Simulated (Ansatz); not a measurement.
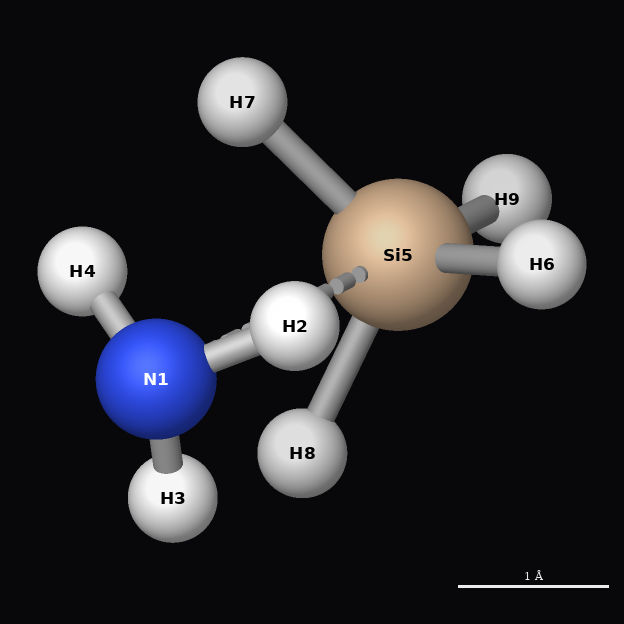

Two molecules or ions; the broken line marks their closest contact (measured against van der Waals radii). Geometry: a pair of rigid molecules at a changed separation. Program: Ansatz 0.2.0.

> Which two species are they?

NH3 and SiH4 (`N.[SiH4]`).

> How long is the contact?

N1···Si5 is 3.30 Å.

Give the counterpoise-corrected interaction energy (kcal/mol, monomers kept as in the pair) with RHF-CCSD(T) (frozen core)/def2-TZVPPD; ωB97M-V/def2-TZVPPD.

```
                                level  interaction energy (kcal/mol)
RHF-CCSD(T) (frozen core)/def2-TZVPPD                           +0.4
                  ωB97M-V/def2-TZVPPD                           −0.2
```
